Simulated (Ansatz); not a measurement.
Input file:

```
crystal:
  periodic: [false, false, false]
  atoms:
    - {symbol: N, position_ang: [-2.075486, -2.645767, 1.975127]}
    - {symbol: N, position_ang: [-1.882757, -1.879049, 2.947697]}
    - {symbol: Si, position_ang: [-1.837333, -0.851799, 4.234974]}
    - {symbol: H, position_ang: [-1.158062, -2.995369, 1.606175]}
basis:
  gaussian:
    orbitals: def2-TZVPD
magnetization:
  spin_polarized: true
  initial_magnetization: 1
hamiltonian:
  xc: {name: PBE0}
output:
  forces: true
  orbitals: {seedname: orbitals}
```

Launched as:

```sh
ansatz run input.yaml --threads 1 --pin off --max-ram 2610MiB --events-out events.jsonl --progress --plain --runs-dir runs
```

Geometry: PBE-D3(BJ)/def2-SVP.

Theory: isolated molecule in a Gaussian basis; Kohn-Sham density functional theory, functional PBE0 in Ansatz.

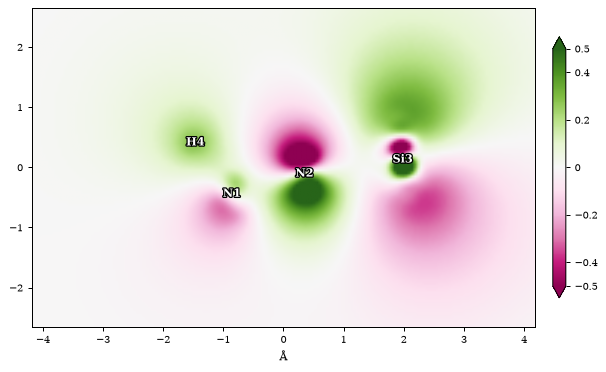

HN$_{2}$Si (SMILES [NH-][N+]#[Si]) (doublet). The LUMO (α) on the molecular plane (values in Å⁻³ᐟ²; the overall sign is arbitrary).

### Describe this orbital and give its energy.

It lies mainly on Si3 (about 70 %), N2 (about 20 %) and N1 (about 5 %); it is symmetric in the molecular plane (an in-plane orbital: σ, lone-pair or in-plane π type). Its energy is −1.64 eV.
